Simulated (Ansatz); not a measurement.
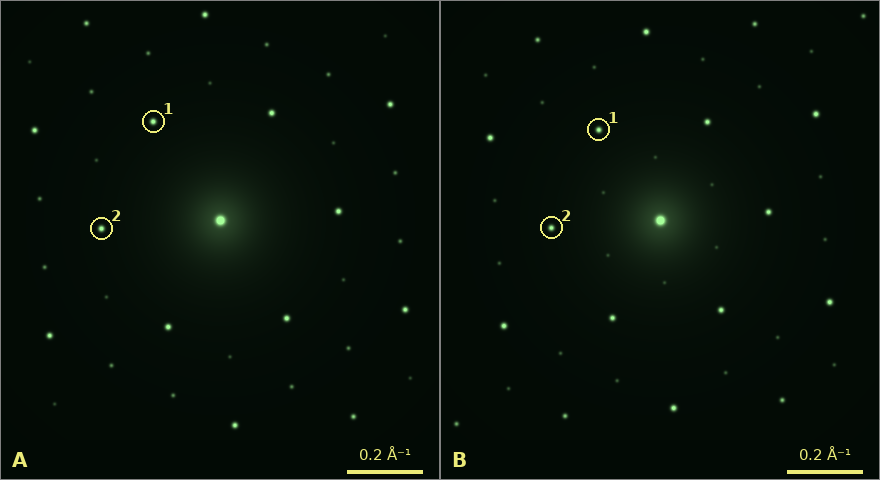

Kinematic electron diffraction patterns (200 kV, B = 0.5 Å², same scale) along [001] of the run's own cell, for the start and the end of one relaxation of YLu2F6 with Ansatz 0.2.0, DFT, PAW plane waves, pbe. k mesh 6×6×8. The start is a generated model structure, and the relaxation ends in the nearest stationary point of its symmetry, not necessarily the ground state. Spot 1 is -1 -2 0 and spot 2 is 1 -1 0 in both.

Start structure:

```
CELL_PARAMETERS angstrom
3.15055 5.45691 0.00000
-3.15055 5.45691 0.00000
0.00000 0.00000 3.52310
ATOMIC_POSITIONS crystal
F 0.22000 0.78000 0.50000
F 0.78000 0.00000 0.50000
F 0.00000 0.22000 0.50000
Lu 0.33330 0.33340 0.50000
Lu 0.66670 0.66660 0.50000
F 0.64000 0.36000 0.00000
F 0.36000 0.00000 0.00000
F 0.00000 0.64000 0.00000
Y 0.00000 0.00000 0.00000
```

Question: Which pattern belongs to the start structure, and which to the relaxed one?

Answer: A is the start: its cell gives d(1) = 3.151 Å, d(2) = 3.151 Å and an angle of 60.0°. B is the relaxed structure, with d(1) = 3.439 Å (+9.2 %), d(2) = 3.439 Å (+9.2 %) and 60.0°.

Question: What did the relaxation do to the structure and the energy?

Answer: The volume changed by +15.7 % to 15.57 Å³ an atom; with the mean shift removed, the atoms moved by up to 1.03 Å relative to the cell (F most); the space group stayed P-62m (No. 189); the free energy fell by 280 meV an atom. Relaxed cell: a = 6.878 Å, b = 6.878 Å, c = 3.420 Å, α = 90.00°, β = 90.00°, γ = 60.00°.
